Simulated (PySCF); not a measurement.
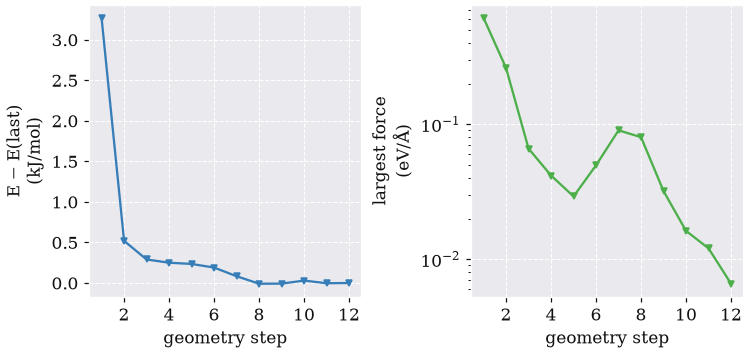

History of a geometry optimisation. Metal Hydrosulfide; PBE0-D3(BJ)/def2-SVP, geometry optimisation in PySCF 2.14.0, density fitting.

The optimisation met its thresholds at geometry 12, counting the start as the first. The energy fell by about 3.3 kJ/mol from the first step to the last. The largest force goes from about 0.61 eV/Å at the start to 7 × 10⁻³ eV/Å at the end.
